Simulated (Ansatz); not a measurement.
A computed series for Pd: pressure series

Take Pd in the fcc (Cu type) structure (space group Fm-3m, No. 225) as the base.

```cif
data_Pd
_chemical_formula_sum 'Pd1'
_space_group_name_H-M_alt 'P 1'
_space_group_IT_number 1
_cell_length_a 2.74043
_cell_length_b 2.74043
_cell_length_c 2.74043
_cell_angle_alpha 60.000
_cell_angle_beta 60.000
_cell_angle_gamma 60.000
loop_
_space_group_symop_operation_xyz
  'x, y, z'
loop_
_atom_site_label
_atom_site_type_symbol
_atom_site_fract_x
_atom_site_fract_y
_atom_site_fract_z
_atom_site_occupancy
Pd1 Pd 0.00000 0.00000 0.00000 1
```

Cell and atoms are relaxed at each pressure.

Calculations: PBEsol in Ansatz (plane waves to 420 eV, PAW, spin-orbit coupling left out), earlier PAW set.

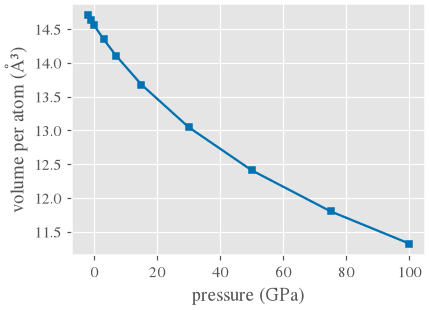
Figure. Volume per atom against pressure

**Question.** From the plot, what is the volume per atom for pressure 7 GPa?

**Answer.** About 14.1 Å³.

**Question.** Is the trend monotonic over the range shown?

**Answer.** Yes, it falls throughout, spanning 11.32 Å³ to 14.70 Å³.

Load acts through the strain it causes; cell and atoms are relaxed under it. Stability against distortions was not tested. No other phases were tried under pressure. The final runs are not spin-polarised.

Ansatz is a first-principles code.
